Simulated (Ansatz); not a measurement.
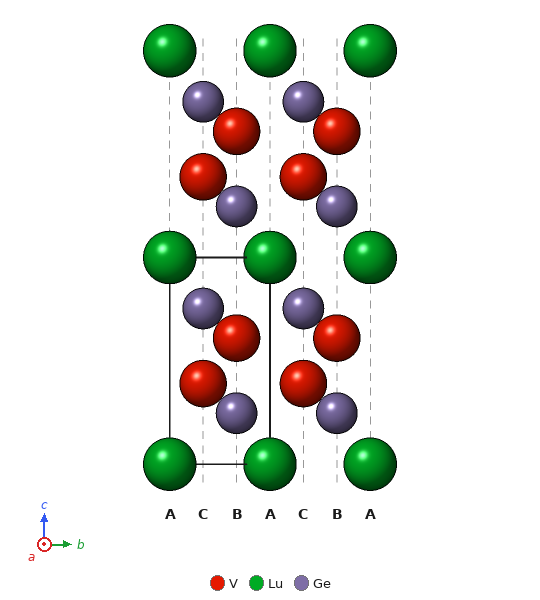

Projection along an edge of the hexagonal mesh, stacking direction c upwards. The dashed lines mark the three columns A (0, 0), B (1/3, 2/3) and C (2/3, 1/3). The sequence starts with the first layer at or above the cell's origin.

The compound is LuV₂Ge₂, taken as the end point of a relaxation with DFT, PAW plane waves, pbe (Ansatz); the starting structure was generated, so it need not be a known form of this composition.

**Give the sequence of layers in one repeat, with element and column.**

Lu(A) – Ge(B) – V(C) – V(B) – Ge(C) (five layers in 7.04 Å).

**How are the Ge layers alone stacked?**

Ge layers alone: BC, the hexagonal close-packed type.

**Which positions between or in the Ge layers do the other atoms fill?**

V: two tetrahedral sites; Lu: one octahedral site, counted in one hexagonal cell.
